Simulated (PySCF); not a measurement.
F2H5NOSi2 (SMILES O[Si](F)(F)N[SiH3])

```yaml
atoms:
  - { symbol: Si, position_ang: [1.1486, 0.1760, 0.3865] }
  - { symbol: N, position_ang: [-0.2319, -0.4416, -0.3769] }
  - { symbol: Si, position_ang: [-1.9138, 0.0353, -0.2649] }
  - { symbol: O, position_ang: [2.4340, -0.6725, -0.1571] }
  - { symbol: F, position_ang: [1.0418, 0.1019, 1.9924] }
  - { symbol: F, position_ang: [1.3370, 1.7545, 0.1194] }
  - { symbol: H, position_ang: [-0.0323, -1.2088, -1.0130] }
  - { symbol: H, position_ang: [-2.6810, -0.9130, -1.1235] }
  - { symbol: H, position_ang: [-2.4049, -0.0459, 1.1423] }
  - { symbol: H, position_ang: [-2.1271, 1.4316, -0.7492] }
  - { symbol: H, position_ang: [3.3052, -0.4567, 0.1863] }
```

Geometry: PBE0-D3(BJ)/def2-SVP.

Method: PySCF, PBE0/pcSseg-2, SCF density, gas phase, non-relativistic.

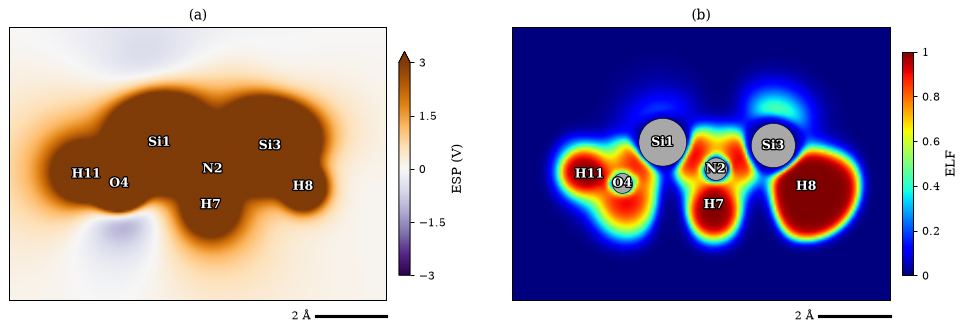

Figure 1. (a) molecular electrostatic potential; (b) electron localisation function on the plane of atoms N2, Si3 and H8. Grey discs cover the atomic cores in the ELF map.

Q: Read the bonding off the picture.

A: The plane passes through Si, N, O and H nuclei.
Si–O (1.63 Å): the ELF peaks at about 0.85 between the atoms, as expected for a polar covalent bond.
Si–N (1.69 Å): the ELF peaks at about 0.90 between the atoms (a shared but strongly polarised pair).
O–H (0.96 Å): the ELF climbs to about 1 towards the hydrogen, as it does in any bond to H (a covalent bond by its length).
Si–N (1.75 Å): the ELF peaks at about 0.90 between the atoms; a polar covalent bond.
N–H (1.02 Å): the ELF climbs to about 1 towards the hydrogen (an ordinary covalent bond to hydrogen).
The ELF also peaks beside O4, away from the bonds: lone-pair regions.
Outside the dense part of the molecule the potential is most negative (−1.1 V) near O4.

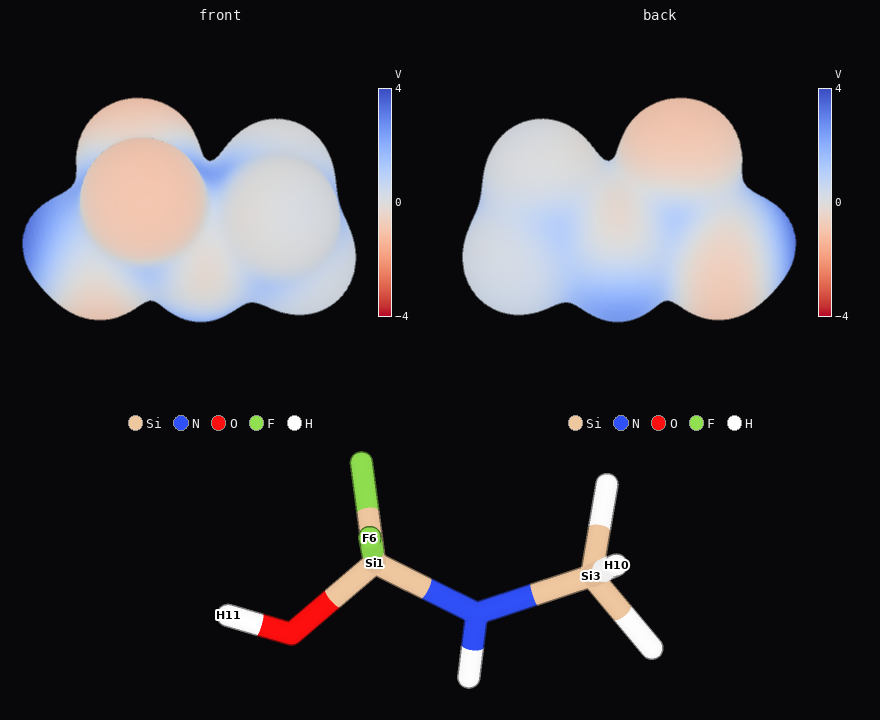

Figure 2. The electrostatic potential painted on the density surface at 0.002 e/bohr³, seen from the front and from behind; red is negative and blue positive. The bare structure is drawn below in the same view.

Q: Which sites attract a positive test charge, and which a negative one?

A: A positive charge is drawn to the negative regions and a negative charge to the positive ones. The most negative region (about −0.9 V) lies over F5 and F6, the most positive (about +3.1 V) over H11.
